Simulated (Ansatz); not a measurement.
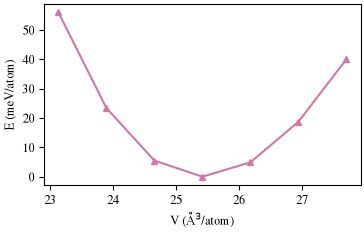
YHg (CsCl type, Pm-3m) under volume change, DFT-r²SCAN in the program Ansatz with PAW potentials, scaled uniformly.

Q: What does a third-order Birch–Murnaghan fit give for V₀, B₀ and B′?

A: V₀ = 25.42 Å³/atom, B₀ = 73.0 GPa, B′ = 4.6.

The workflow started from an entry of the Crystallography Open Database (COD). Whether it is the stable phase at ambient conditions was not checked. The r²SCAN relaxation kept the symmetry of its start; its stability against distortions is not shown here. The run is not spin-polarised. Spin–orbit coupling is left out wherever it is not named.

Potentials: the later of the program's two PAW sets.
